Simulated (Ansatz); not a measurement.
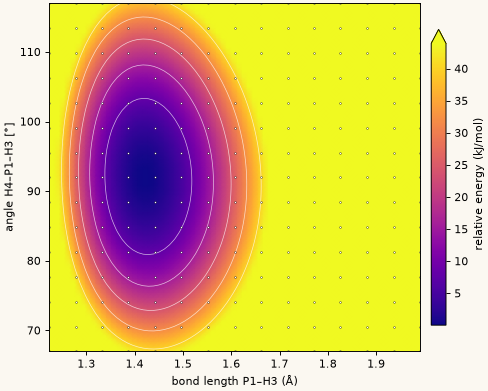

P2H4. First axis: bond length P1–H3. Second axis: angle H4–P1–H3. Nothing is relaxed (all other coordinates rigid). The grid has 15 × 15 points. Points are written as (first, second). Energies: kJ/mol, counted from the relaxed molecule at the same level. Theory: Ansatz 0.2.0, RKS PBE0-D4/def2-TZVP.

Drawn: a smooth colour map with a few white contour lines, dots at the grid points, one colour for all values above the top of the scale. Between grid points the surface is interpolated.

### Estimate the position of the minimum and the force constants in these coordinates.

The interpolated minimum is at bond length P1–H3 ≈ 1.422 Å, angle H4–P1–H3 ≈ 92.0°. The curvatures there are about 21 eV/Å² and 4.3 eV/rad², with a cross term of about 0.4 eV/(Å·rad). Round the minimum the two coordinates are nearly uncoupled. (1 eV is 96.5 kJ/mol.)
